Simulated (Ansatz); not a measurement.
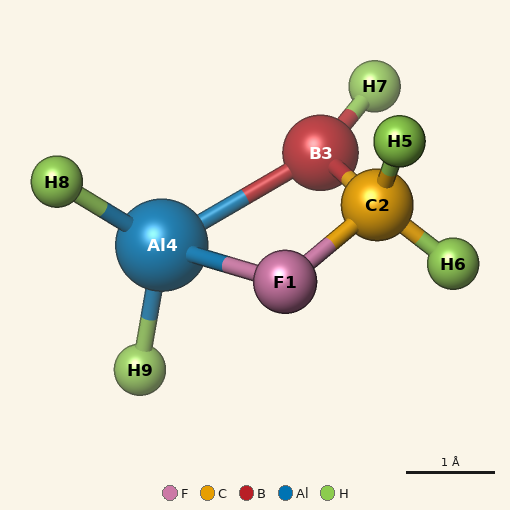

Orthographic view. Distant atoms are faded towards the background colour. Computed geometry: PBE-D4/def2-SVP optimisation. No frequency run is at hand to confirm it as a minimum.

List the bonded neighbours of every atom.

F1: C2, Al4
C2: F1, B3, H5, H6
B3: C2, Al4, H7
Al4: F1, B3, H8, H9
H5: C2
H6: C2
H7: B3
H8: Al4
H9: Al4
